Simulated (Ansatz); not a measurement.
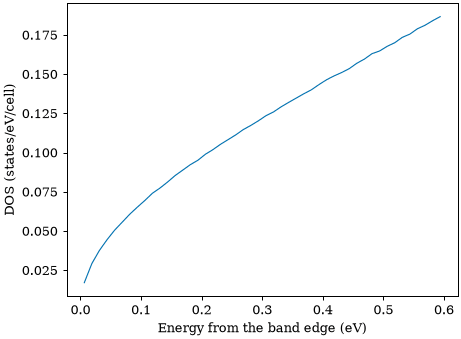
Density of states of BP (F-43m) below the valence band maximum, HSE06, rigid bands (Ansatz, a quantum-chemistry and plane-wave program); cell volume 23.1 Å³.

### Question
What effective density of states at 300 K does this give (∫ g(E) exp(−E/k_BT) dE, both spins, divided by the cell's size)?

### Answer
3.5e19 cm⁻³, a density-of-states mass of 1.24 mₑ, valleys and band degeneracy included.

Spin-orbit coupling is left out; where it splits the top of the valence band, N_v and the p-type Seebeck coefficient come out somewhat high without it. Geometry: cell and atoms relaxed with PBEsol.
